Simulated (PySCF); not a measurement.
## Electronic structure of C₆H₄ClN₃ in real space

```yaml
atoms:
  - { symbol: Cl, position_ang: [3.1552, 1.5318, -0.5392] }
  - { symbol: C, position_ang: [1.6635, 0.7116, -0.2365] }
  - { symbol: C, position_ang: [1.7266, -0.5464, 0.4046] }
  - { symbol: C, position_ang: [0.5958, -1.2621, 0.6809] }
  - { symbol: C, position_ang: [-0.6318, -0.7003, 0.3043] }
  - { symbol: N, position_ang: [-1.8939, -1.1369, 0.4305] }
  - { symbol: N, position_ang: [-2.6066, -0.1829, -0.1047] }
  - { symbol: N, position_ang: [-1.9739, 0.8561, -0.5823] }
  - { symbol: C, position_ang: [-0.6832, 0.5773, -0.3449] }
  - { symbol: C, position_ang: [0.4867, 1.2962, -0.6208] }
  - { symbol: H, position_ang: [2.6968, -0.9336, 0.6742] }
  - { symbol: H, position_ang: [0.6319, -2.2220, 1.1690] }
  - { symbol: H, position_ang: [-3.6152, -0.2446, -0.1485] }
  - { symbol: H, position_ang: [0.4475, 2.2553, -1.1089] }
```

Geometry: GFN2-xTB.

The calculation used PBE0/pcSseg-1, SCF density, gas phase, non-relativistic in PySCF.

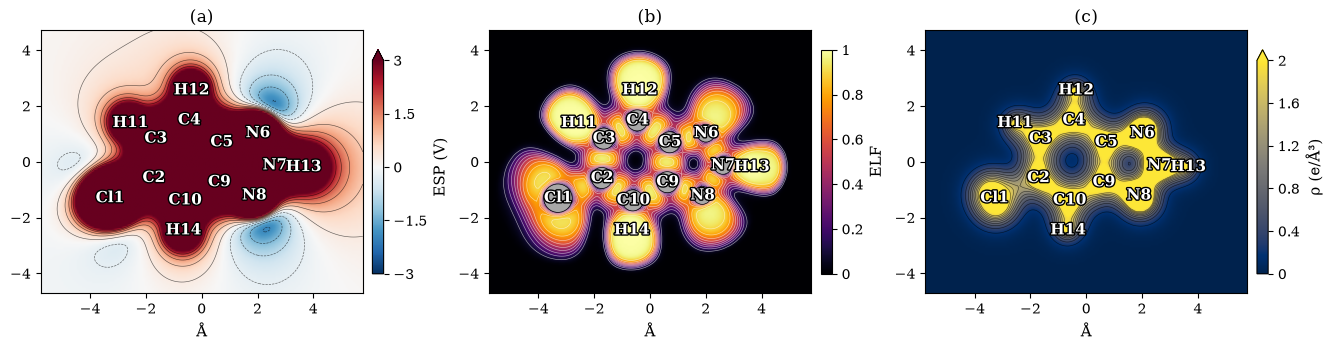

Figure 1. (a) molecular electrostatic potential; (b) ELF; (c) total electron density on the molecular plane. Grey discs cover the atomic cores in the ELF map.

**Describe what can be read from this map.**

The section cuts through Cl, C, N and H sites. N–N (1.31 Å): ρ is about 2.7 e/Å³ halfway; the ELF peaks at about 0.90 between the atoms; a covalent bond. C–N (1.34 Å): ρ is about 2.4 e/Å³ halfway; the ELF peaks at about 0.90 between the atoms, as expected for localised, covalent bonding. C–C (1.37 Å): ρ is about 2.2 e/Å³ halfway; the ELF peaks at about 0.95 between the atoms, as expected for localised, covalent bonding. C–Cl (1.73 Å): ρ at the midpoint is about 1.5 e/Å³; the ELF peaks at about 0.90 between the atoms, as expected for a covalent bond. N–H (1.01 Å): the density is about 3.1 e/Å³ at the midpoint; the ELF climbs to about 1 towards the hydrogen, as it does in any bond to H (a covalent bond by its length). The ELF also peaks beside Cl1, N8 and N6, away from the bonds: lone-pair regions. Outside the dense part of the molecule the potential is most negative (−1.9 V) near N8.

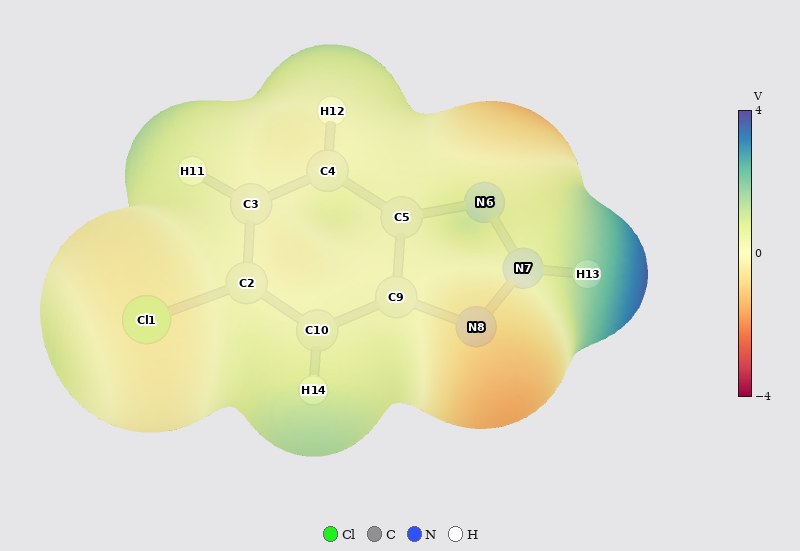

Figure 2. The electrostatic potential painted on the density surface at 0.004 e/bohr³, seen at a tilt; the colour scale runs from red (negative) to blue (positive).

**Which sites attract a positive test charge, and which a negative one?**

A positive charge is drawn to the negative regions and a negative charge to the positive ones. The most negative region (about −1.5 V, or −35 kcal/mol for a unit charge) lies over N6 and N8, the most positive (about +3.6 V, or +83 kcal/mol for a unit charge) over H13. Cl1 shows a σ-hole: about +0.9 V, or +21 kcal/mol for a unit charge at the tip opposite its bond, against about −0.4 V, or −9 kcal/mol for a unit charge on its flanks.

**How polar is the molecule by this calculation?**

Its dipole moment is 1.70 D.
